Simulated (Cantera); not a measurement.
Input: 1 mol SiF4, 2.5 mol N2, at 200 Pa.

Cantera equilibrium calculation (NASA polynomials, part measured and part estimated; ideal gas, pure solids and liquids). Candidate condensed phases: Si, Si3N4; 16 gas species. The tables' values for SiF3, SiF2 are old estimates; treat these amounts as uncertain. Kinetics and transport are ignored.

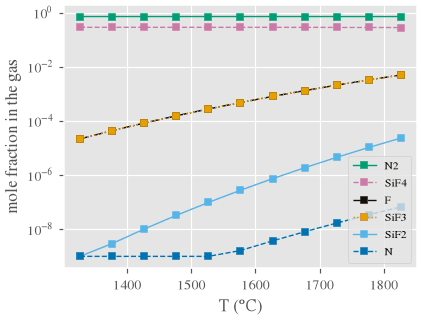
Fig. 1. Equilibrium gas composition (values under 1e-9 drawn at 1e-9)

From 1327 °C to 1827 °C nothing is condensed. The main Si-bearing gas is SiF4 throughout.
